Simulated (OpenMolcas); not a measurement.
```
&GATEWAY
Basis set
Ti.ANO-RCC-VDZP.
Ti1 0.0 0.0 0.0 Angstrom
End of basis
Basis set
F.ANO-RCC-VDZP.
L1 2.052000 0.000000 0.000000 Angstrom
L2 0.000000 2.052000 0.000000 Angstrom
L3 0.000000 0.000000 2.052000 Angstrom
End of basis
Basis set
Na.EMB-AIMP.Barandiaran.6s3p.1s1p.ECP.K2NaGaF6.
PseudoCharge
* 3 symmetry-unique lattice sites within 7.6 angstrom
End of basis
Basis set
K.EMB-AIMP.Barandiaran.0s.0s.ECP.K2NaGaF6.
PseudoCharge
* 16 symmetry-unique lattice sites within 7.6 angstrom
End of basis
Basis set
Na.EMB-AIMP.Barandiaran.0s.0s.ECP.K2NaGaF6.
PseudoCharge
* 4 symmetry-unique lattice sites within 7.6 angstrom
End of basis
Basis set
F.EMB-AIMP.Barandiaran.0s.0s.ECP.K2NaGaF6.
PseudoCharge
* 39 symmetry-unique lattice sites within 7.6 angstrom
End of basis
Basis set
Ga.EMB-AIMP.Barandiaran.0s.0s.ECP.K2NaGaF6.
PseudoCharge
* 6 symmetry-unique lattice sites within 7.6 angstrom
End of basis
Symmetry
XYZ
AngMom=0.0 0.0 0.0
AMFI
RICD
XField
1521 Angstrom 0
* Evjen-weighted lattice charges
&SEWARD
&RASSCF
FileOrb=start.orb
Symmetry=1
Spin=2
nActEl=1 0 0
Inactive=18 21
Ras2=5 0
CIRoot=5 5 1
SDav=5
CIMx=300
Iter=150 100
PrWF=0.3
OrbListing=Nothing
MaxOrb=0
LevShft=1.0
>>> COPY $Project.JobIph JOB001
&RASSI
NrOfJobIphs=1 5
1 2 3 4 5
IphNames
JOB001
EJob
SpinOrbit
DIPRint=1.0
SOCoupling=1000.0
Subsets=2
Property=9
'ANGMOM' 1 'ANGMOM' 2 'ANGMOM' 3 'MLTPL  1' 1 'MLTPL  1' 2 'MLTPL  1' 3
'AMFI' 1 'AMFI' 2 'AMFI' 3
SOProperty=3
'ANGMOM' 1 'ANGMOM' 2 'ANGMOM' 3
```

Command:
```bash
OMP_NUM_THREADS=1 MOLCAS_MEM=2457 MOLCAS_PROJECT=a pymolcas a.inp > a.log  # once for each step of the input, in one work folder
```

Computed with OpenMolcas: state-averaged CASSCF, active space 1 electron in the shell 3d, basis ANO-RCC-VDZP on all atoms, DKH2 scalar Hamiltonian, spin-orbit coupling by RASSI with atomic mean-field integrals. Powder susceptibility by Van Vleck's formula.

Ti³⁺ (3d) as a dopant in K₂NaGaF₆, a cluster with its 6 nearest F⁻ at 2.052 Å (octahedron) embedded in model potentials and point charges; the geometry was set, not optimised. The cluster and the levels that result:

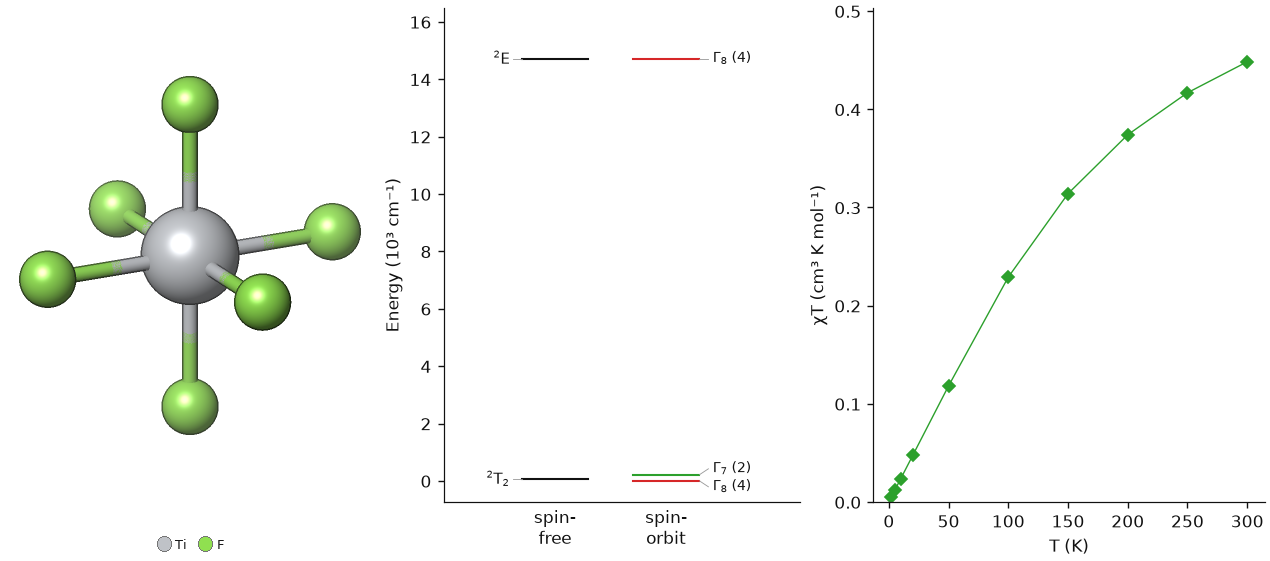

Labels give the representation in O, Td, D4 or D3 as the site allows (double group for half-integer spin) where it could be assigned and, in brackets, the degeneracy; spin-free states, where drawn, share the zero of the spin-orbit levels.

The ground level is Γ₈, 4-fold degenerate, 100 % from states of spin multiplicity 2. The next level lies at 217 cm⁻¹ (Γ₇). The lowest spin-free state is ²T₂; of the same spin there follows at 14,600 cm⁻¹ (²E) above it. A ligand-field fit to the spin-free states gives |10Dq| = 14,600 cm⁻¹. χT is close to 0 cm³ K mol⁻¹ at 2 K and 0.448 at 300 K, an effective moment of 1.89 μB. The active orbitals hold 89 to 96 % metal character (Löwdin), and the Mulliken charge of the metal is +2.11.

Note: the geometry is set by hand, with no relaxation and no charge compensation.
